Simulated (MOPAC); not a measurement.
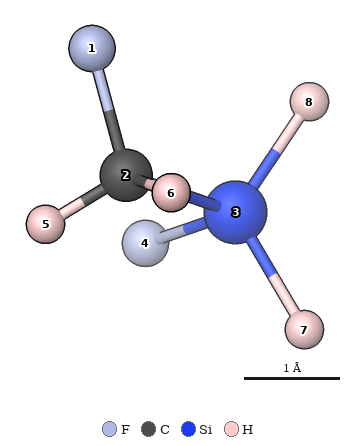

**Figure 1.** The input geometry (ball-and-stick view, seen at a tilt; atoms are numbered from 1 in the order of the input).

**Grid calculation, with input and output: CH4F2Si (part 1 of 2)**

- system: CH4F2Si
- method: AM1, closed shell (MOPAC 23.2.5)

The geometry comes from this level: GFN2-xTB.

Input file (mol.mop)
```
AM1 POINT1=5 GNORM=1 POINT2=3 STEP1=0.1 CHARGE=0 STEP2=40 AUX(PRECISION=6) THREADS=1
CH4F2Si, AM1
FC[SiH2]F
F     0.000000  0    0.000000  0    0.000000  0   0   0   0
C     1.382321  1    0.000000  0    0.000000  0   1   0   0
Si    1.915306  1  110.558410  1    0.000000  0   2   1   0
F     1.607276  1  106.932750  1  -86.095720  1   3   2   1
H     0.994000 -1  106.218400  1 -122.168110  1   2   1   3
H     1.092714  1  108.373380  1  113.568190  1   2   5   1
H     1.454099  1  105.050230  1  116.450170  1   3   4   2
H     1.450082  1  117.364530  1 -117.630000 -1   3   7   4
```

Machine: 1 thread of Arm Neoverse N1, 98 GiB of memory available, shared host.

Launch command:
```bash
mopac mol.mop
```

The program's output
```
MOPAC v23.2.5
AM1 CALCULATION RESULTS

 *  AM1        - The AM1 Hamiltonian to be used
 *
 *
 *
 *                 CHARGE ON SYSTEM = 0
 *
 *
 *
 *  STEP1      - FIRST STEP-SIZE IN GRID =   0.10
 *  STEP2      - SECOND STEP-SIZE IN GRID =  40.00
 *  POINT1     - NUMBER OF ROWS IN GRID =  5
 *  POINT2     - NUMBER OF COLUMNS IN GRID =  3
 *  THREADS=1  - MULTI-THREADING NOT USED
 *  GNORM      - EXIT WHEN GRADIENT NORM DROPS BELOW 1.000
 *  AUX        - OUTPUT AUXILIARY INFORMATION
AM1 POINT1=5 GNORM=1 POINT2=3 STEP1=0.1 CHARGE=0 STEP2=40 AUX(PRECISION=6) THREADS=1
 CH4F2Si, AM1
 FC[SiH2]F
  ATOM    CHEMICAL      BOND LENGTH      BOND ANGLE     TWIST ANGLE
 NUMBER    SYMBOL       (ANGSTROMS)      (DEGREES)       (DEGREES)
   (I)                     NA:I           NB:NA:I       NC:NB:NA:I       NA    NB    NC
     1       F          0.00000000       0.0000000       0.0000000        0     0     0
     2       C          1.38232100  *    0.0000000       0.0000000        1     0     0
     3      Si          1.91530600  *  110.5584100  *    0.0000000        2     1     0
     4       F          1.60727600  *  106.9327500  *  -86.0957200  *     3     2     1
     5       H          0.99400000  +  106.2184000  * -122.1681100  *     2     1     3
     6       H          1.09271400  *  108.3733800  *  113.5681900  *     2     5     1
     7       H          1.45409900  *  105.0502300  *  116.4501700  *     3     4     2
     8       H          1.45008200  *  117.3645300  * -117.6300000  +     3     7     4

          CARTESIAN COORDINATES

    NO.       ATOM           X           Y           Z

     1         F          0.0000      0.0000      0.0000
     2         C          1.3823      0.0000      0.0000
     3        Si          2.0549      1.7933      0.0000
     4         F          2.1213      2.2684     -1.5340
     5         H          1.6599     -0.5082     -0.8079
     6         H          1.6843     -0.5669      0.8840
     7         H          3.4355      1.7971      0.4565
     8         H          1.1315      2.6943      0.6620

           Empirical Formula: C H4 F2 Si  =     8 atoms

      MOLECULAR POINT GROUP   :   C1

      RHF CALCULATION, NO. OF DOUBLY OCCUPIED LEVELS = 13

          DIAGONAL MATRIX USED AS START HESSIAN

 CYCLE:     1 TIME:   0.000 TIME LEFT:  2.00D  GRAD.:    45.330 HEAT: -134.8087
 CYCLE:     2 TIME:   0.008 TIME LEFT:  2.00D  GRAD.:    22.873 HEAT: -136.3781
 CYCLE:     3 TIME:   0.000 TIME LEFT:  2.00D  GRAD.:    13.797 HEAT: -137.1463
 CYCLE:     4 TIME:   0.000 TIME LEFT:  2.00D  GRAD.:     9.664 HEAT: -137.5401
 CYCLE:     5 TIME:   0.000 TIME LEFT:  2.00D  GRAD.:     7.257 HEAT: -137.7111
 CYCLE:     6 TIME:   0.000 TIME LEFT:  2.00D  GRAD.:     6.546 HEAT: -137.8555
 CYCLE:     7 TIME:   0.000 TIME LEFT:  2.00D  GRAD.:     4.233 HEAT: -137.9085
 CYCLE:     8 TIME:   0.008 TIME LEFT:  2.00D  GRAD.:     2.487 HEAT: -137.9350
 CYCLE:     9 TIME:   0.000 TIME LEFT:  2.00D  GRAD.:     1.146 HEAT: -137.9430
 CYCLE:    10 TIME:   0.000 TIME LEFT:  2.00D  GRAD.:     0.791 HEAT: -137.9457

     GRADIENT =  0.79062 IS LESS THAN CUTOFF =  1.00000

 :         0.99400      -117.63000          -137.945672         1   14
 RESTART FILE WRITTEN,      TIME LEFT:  2.00D  GRAD.:    59.778 HEAT: -107.7727
 RESTART FILE WRITTEN,      TIME LEFT:  2.00D  GRAD.:    22.914 HEAT: -112.0461
 RESTART FILE WRITTEN,      TIME LEFT:  2.00D  GRAD.:    15.779 HEAT: -113.5961
 RESTART FILE WRITTEN,      TIME LEFT:  2.00D  GRAD.:    13.619 HEAT: -114.4165
 RESTART FILE WRITTEN,      TIME LEFT:  2.00D  GRAD.:    10.963 HEAT: -114.7204
 RESTART FILE WRITTEN,      TIME LEFT:  2.00D  GRAD.:    12.168 HEAT: -115.2146
 RESTART FILE WRITTEN,      TIME LEFT:  2.00D  GRAD.:     8.571 HEAT: -115.4193
 RESTART FILE WRITTEN,      TIME LEFT:  2.00D  GRAD.:     5.846 HEAT: -115.5399
 RESTART FILE WRITTEN,      TIME LEFT:  2.00D  GRAD.:     2.486 HEAT: -115.5851
 RESTART FILE WRITTEN,      TIME LEFT:  2.00D  GRAD.:     1.424 HEAT: -115.5964
 RESTART FILE WRITTEN,      TIME LEFT:  2.00D  GRAD.:     1.025 HEAT: -115.6018
 RESTART FILE WRITTEN,      TIME LEFT:  2.00D  GRAD.:     0.813 HEAT: -115.6057

     GRADIENT =  0.81304 IS LESS THAN CUTOFF =  1.00000

 :         0.99400       -77.63000          -115.605747         2   13
 RESTART FILE WRITTEN,      TIME LEFT:  2.00D  GRAD.:   151.548 HEAT: -38.38991
 RESTART FILE WRITTEN,      TIME LEFT:  2.00D  GRAD.:    63.819 HEAT: -68.52755
 RESTART FILE WRITTEN,      TIME LEFT:  2.00D  GRAD.:    35.823 HEAT: -81.78661
 RESTART FILE WRITTEN,      TIME LEFT:  2.00D  GRAD.:    31.747 HEAT: -87.28846
 RESTART FILE WRITTEN,      TIME LEFT:  2.00D  GRAD.:    16.492 HEAT: -89.94566
 RESTART FILE WRITTEN,      TIME LEFT:  2.00D  GRAD.:    10.523 HEAT: -90.68677
 RESTART FILE WRITTEN,      TIME LEFT:  2.00D  GRAD.:     9.287 HEAT: -91.15970
 RESTART FILE WRITTEN,      TIME LEFT:  2.00D  GRAD.:     5.935 HEAT: -91.44622
 RESTART FILE WRITTEN,      TIME LEFT:  2.00D  GRAD.:     4.385 HEAT: -91.56951
 RESTART FILE WRITTEN,      TIME LEFT:  2.00D  GRAD.:     3.812 HEAT: -91.63684
 RESTART FILE WRITTEN,      TIME LEFT:  2.00D  GRAD.:     3.482 HEAT: -91.69272
 RESTART FILE WRITTEN,      TIME LEFT:  2.00D  GRAD.:     4.179 HEAT: -91.75572
 RESTART FILE WRITTEN,      TIME LEFT:  2.00D  GRAD.:     5.223 HEAT: -91.83625
 RESTART FILE WRITTEN,      TIME LEFT:  2.00D  GRAD.:    11.277 HEAT: -92.02259
 RESTART FILE WRITTEN,      TIME LEFT:  2.00D  GRAD.:     7.760 HEAT: -92.13289
 RESTART FILE WRITTEN,      TIME LEFT:  2.00D  GRAD.:     4.598 HEAT: -92.25476
 RESTART FILE WRITTEN,      TIME LEFT:  2.00D  GRAD.:     2.024 HEAT: -92.34276
 RESTART FILE WRITTEN,      TIME LEFT:  2.00D  GRAD.:     1.088 HEAT: -92.37240
 RESTART FILE WRITTEN,      TIME LEFT:  2.00D  GRAD.:     0.507 HEAT: -92.38950

     GRADIENT =  0.50699 IS LESS THAN CUTOFF =  1.00000

 :         0.99400       -37.63000           -92.389497         3   12
 RESTART FILE WRITTEN,      TIME LEFT:  2.00D  GRAD.:    10.641 HEAT: -98.91648
 RESTART FILE WRITTEN,      TIME LEFT:  2.00D  GRAD.:     3.831 HEAT: -99.08159
 RESTART FILE WRITTEN,      TIME LEFT:  2.00D  GRAD.:     2.378 HEAT: -99.13067
 RESTART FILE WRITTEN,      TIME LEFT:  2.00D  GRAD.:     2.845 HEAT: -99.14904
 RESTART FILE WRITTEN,      TIME LEFT:  2.00D  GRAD.:     2.502 HEAT: -99.15431
 RESTART FILE WRITTEN,      TIME LEFT:  2.00D  GRAD.:     0.982 HEAT: -99.16269

     GRADIENT =  0.98234 IS LESS THAN CUTOFF =  1.00000

 :         1.09400       -37.63000           -99.162697         4   11
 RESTART FILE WRITTEN,      TIME LEFT:  2.00D  GRAD.:    79.150 HEAT: -87.90608
 RESTART FILE WRITTEN,      TIME LEFT:  2.00D  GRAD.:    59.612 HEAT: -94.75214
 RESTART FILE WRITTEN,      TIME LEFT:  2.00D  GRAD.:    41.267 HEAT: -104.3883
 RESTART FILE WRITTEN,      TIME LEFT:  2.00D  GRAD.:    27.261 HEAT: -115.9360
 RESTART FILE WRITTEN,      TIME LEFT:  2.00D  GRAD.:    14.294 HEAT: -121.9264
 RESTART FILE WRITTEN,      TIME LEFT:  2.00D  GRAD.:     5.060 HEAT: -123.2904
 RESTART FILE WRITTEN,      TIME LEFT:  2.00D  GRAD.:    10.508 HEAT: -123.3990
 RESTART FILE WRITTEN,      TIME LEFT:  2.00D  GRAD.:     3.977 HEAT: -123.4227
 RESTART FILE WRITTEN,      TIME LEFT:  2.00D  GRAD.:     1.117 HEAT: -123.4723
 RESTART FILE WRITTEN,      TIME LEFT:  2.00D  GRAD.:     1.959 HEAT: -123.4780
 RESTART FILE WRITTEN,      TIME LEFT:  2.00D  GRAD.:     1.225 HEAT: -123.4814
 RESTART FILE WRITTEN,      TIME LEFT:  2.00D  GRAD.:     3.339 HEAT: -123.4736
 RESTART FILE WRITTEN,      TIME LEFT:  2.00D  GRAD.:     0.874 HEAT: -123.4867

     GRADIENT =  0.87430 IS LESS THAN CUTOFF =  1.00000

 :         1.09400       -77.63000          -123.486501         5   10
 RESTART FILE WRITTEN,      TIME LEFT:  2.00D  GRAD.:    46.625 HEAT: -131.4426
 RESTART FILE WRITTEN,      TIME LEFT:  2.00D  GRAD.:    28.849 HEAT: -137.8454
 RESTART FILE WRITTEN,      TIME LEFT:  2.00D  GRAD.:    12.030 HEAT: -144.3934
 RESTART FILE WRITTEN,      TIME LEFT:  2.00D  GRAD.:     5.526 HEAT: -145.2565
 RESTART FILE WRITTEN,      TIME LEFT:  2.00D  GRAD.:     3.819 HEAT: -145.3431
 RESTART FILE WRITTEN,      TIME LEFT:  2.00D  GRAD.:     2.024 HEAT: -145.3767
 RESTART FILE WRITTEN,      TIME LEFT:  2.00D  GRAD.:     0.985 HEAT: -145.3858

     GRADIENT =  0.98463 IS LESS THAN CUTOFF =  1.00000

 :         1.09400      -117.63000          -145.385713         6    9
 RESTART FILE WRITTEN,      TIME LEFT:  2.00D  GRAD.:    10.116 HEAT: -143.9459
 RESTART FILE WRITTEN,      TIME LEFT:  2.00D  GRAD.:     2.437 HEAT: -144.1081
 RESTART FILE WRITTEN,      TIME LEFT:  2.00D  GRAD.:     0.944 HEAT: -144.1168

     GRADIENT =  0.94387 IS LESS THAN CUTOFF =  1.00000

 :         1.19400      -117.63000          -144.116809         7    8
 RESTART FILE WRITTEN,      TIME LEFT:  2.00D  GRAD.:    60.729 HEAT: -114.1072
 RESTART FILE WRITTEN,      TIME LEFT:  2.00D  GRAD.:    22.590 HEAT: -118.7790
 RESTART FILE WRITTEN,      TIME LEFT:  2.00D  GRAD.:     7.986 HEAT: -120.1901
 RESTART FILE WRITTEN,      TIME LEFT:  2.00D  GRAD.:     7.011 HEAT: -121.0562
 RESTART FILE WRITTEN,      TIME LEFT:  2.00D  GRAD.:    18.923 HEAT: -121.2800
 RESTART FILE WRITTEN,      TIME LEFT:  2.00D  GRAD.:     7.366 HEAT: -121.9370
 RESTART FILE WRITTEN,      TIME LEFT:  2.00D  GRAD.:     6.382 HEAT: -122.1674
 RESTART FILE WRITTEN,      TIME LEFT:  2.00D  GRAD.:     4.163 HEAT: -122.2207
 RESTART FILE WRITTEN,      TIME LEFT:  2.00D  GRAD.:     1.834 HEAT: -122.3262
 RESTART FILE WRITTEN,      TIME LEFT:  2.00D  GRAD.:     0.961 HEAT: -122.3361

     GRADIENT =  0.96094 IS LESS THAN CUTOFF =  1.00000

 :         1.19400       -77.63000          -122.336001         8    7
 RESTART FILE WRITTEN,      TIME LEFT:  2.00D  GRAD.:   156.024 HEAT: -45.13616
 RESTART FILE WRITTEN,      TIME LEFT:  2.00D  GRAD.:    46.316 HEAT: -83.00901
 RESTART FILE WRITTEN,      TIME LEFT:  2.00D  GRAD.:    27.179 HEAT: -92.37513
 RESTART FILE WRITTEN,      TIME LEFT:  2.00D  GRAD.:    23.975 HEAT: -96.06045
 RESTART FILE WRITTEN,      TIME LEFT:  2.00D  GRAD.:    12.109 HEAT: -97.05891
 RESTART FILE WRITTEN,      TIME LEFT:  2.00D  GRAD.:     5.965 HEAT: -97.70088
 RESTART FILE WRITTEN,      TIME LEFT:  2.00D  GRAD.:     6.577 HEAT: -98.09643
 RESTART FILE WRITTEN,      TIME LEFT:  2.00D  GRAD.:     5.109 HEAT: -98.19376
 RESTART FILE WRITTEN,      TIME LEFT:  2.00D  GRAD.:     3.707 HEAT: -98.22905
 RESTART FILE WRITTEN,      TIME LEFT:  2.00D  GRAD.:     2.551 HEAT: -98.24808
 RESTART FILE WRITTEN,      TIME LEFT:  2.00D  GRAD.:     0.500 HEAT: -98.25810

     GRADIENT =  0.50032 IS LESS THAN CUTOFF =  1.00000

 :         1.19400       -37.63000           -98.258035         9    6
 RESTART FILE WRITTEN,      TIME LEFT:  2.00D  GRAD.:     9.087 HEAT: -91.54834
 RESTART FILE WRITTEN,      TIME LEFT:  2.00D  GRAD.:     2.216 HEAT: -91.70529
 RESTART FILE WRITTEN,      TIME LEFT:  2.00D  GRAD.:     1.034 HEAT: -91.71695
 RESTART FILE WRITTEN,      TIME LEFT:  2.00D  GRAD.:     0.363 HEAT: -91.71935

     GRADIENT =  0.36258 IS LESS THAN CUTOFF =  1.00000

 :         1.29400       -37.63000           -91.719342        10    5
 RESTART FILE WRITTEN,      TIME LEFT:  2.00D  GRAD.:    88.674 HEAT: -78.80801
 RESTART FILE WRITTEN,      TIME LEFT:  2.00D  GRAD.:    36.811 HEAT: -102.7486
 RESTART FILE WRITTEN,      TIME LEFT:  2.00D  GRAD.:    35.716 HEAT: -110.8683
 RESTART FILE WRITTEN,      TIME LEFT:  2.00D  GRAD.:    20.025 HEAT: -114.6835
 RESTART FILE WRITTEN,      TIME LEFT:  2.00D  GRAD.:     4.012 HEAT: -115.9592
 RESTART FILE WRITTEN,      TIME LEFT:  2.00D  GRAD.:     1.777 HEAT: -116.0257
 RESTART FILE WRITTEN,      TIME LEFT:  2.00D  GRAD.:     0.889 HEAT: -116.0325

     GRADIENT =  0.88874 IS LESS THAN CUTOFF =  1.00000

 :         1.29400       -77.63000          -116.032535        11    4
 RESTART FILE WRITTEN,      TIME LEFT:  2.00D  GRAD.:    50.455 HEAT: -122.5215
 RESTART FILE WRITTEN,      TIME LEFT:  2.00D  GRAD.:    28.956 HEAT: -134.2954
 RESTART FILE WRITTEN,      TIME LEFT:  2.00D  GRAD.:    19.950 HEAT: -136.6637
 RESTART FILE WRITTEN,      TIME LEFT:  2.00D  GRAD.:     6.256 HEAT: -137.4256
 RESTART FILE WRITTEN,      TIME LEFT:  2.00D  GRAD.:     2.884 HEAT: -137.5195
 RESTART FILE WRITTEN,      TIME LEFT:  2.00D  GRAD.:     2.621 HEAT: -137.5832
 RESTART FILE WRITTEN,      TIME LEFT:  2.00D  GRAD.:     1.736 HEAT: -137.6062
 RESTART FILE WRITTEN,      TIME LEFT:  2.00D  GRAD.:     4.789 HEAT: -137.6253
 RESTART FILE WRITTEN,      TIME LEFT:  2.00D  GRAD.:     1.648 HEAT: -137.6752
 RESTART FILE WRITTEN,      TIME LEFT:  2.00D  GRAD.:     0.688 HEAT: -137.6980

     GRADIENT =  0.68754 IS LESS THAN CUTOFF =  1.00000

 :         1.29400      -117.63000          -137.697811        12    3
 RESTART FILE WRITTEN,      TIME LEFT:  2.00D  GRAD.:     8.468 HEAT: -128.0674
 RESTART FILE WRITTEN,      TIME LEFT:  2.00D  GRAD.:     1.348 HEAT: -128.2214
 RESTART FILE WRITTEN,      TIME LEFT:  2.00D  GRAD.:     0.643 HEAT: -128.2282

     GRADIENT =  0.64263 IS LESS THAN CUTOFF =  1.00000

 :         1.39400      -117.63000          -128.228197        13    2
 RESTART FILE WRITTEN,      TIME LEFT:  2.00D  GRAD.:    60.035 HEAT: -98.34776
 RESTART FILE WRITTEN,      TIME LEFT:  2.00D  GRAD.:    11.767 HEAT: -103.3612
 RESTART FILE WRITTEN,      TIME LEFT:  2.00D  GRAD.:     6.777 HEAT: -104.2255
 RESTART FILE WRITTEN,      TIME LEFT:  2.00D  GRAD.:     8.734 HEAT: -104.7863
 RESTART FILE WRITTEN,      TIME LEFT:  2.00D  GRAD.:    12.467 HEAT: -105.5190
 RESTART FILE WRITTEN,      TIME LEFT:  2.00D  GRAD.:    10.730 HEAT: -105.8032
 RESTART FILE WRITTEN,      TIME LEFT:  2.00D  GRAD.:     6.122 HEAT: -106.4271
 RESTART FILE WRITTEN,      TIME LEFT:  2.00D  GRAD.:     4.436 HEAT: -106.6352
 RESTART FILE WRITTEN,      TIME LEFT:  2.00D  GRAD.:     1.239 HEAT: -106.6496
 RESTART FILE WRITTEN,      TIME LEFT:  2.00D  GRAD.:     3.115 HEAT: -106.6575
 RESTART FILE WRITTEN,      TIME LEFT:  2.00D  GRAD.:     2.000 HEAT: -106.6645
 RESTART FILE WRITTEN,      TIME LEFT:  2.00D  GRAD.:     2.030 HEAT: -106.6775
 RESTART FILE WRITTEN,      TIME LEFT:  2.00D  GRAD.:     0.382 HEAT: -106.6779

     GRADIENT =  0.38183 IS LESS THAN CUTOFF =  1.00000
```
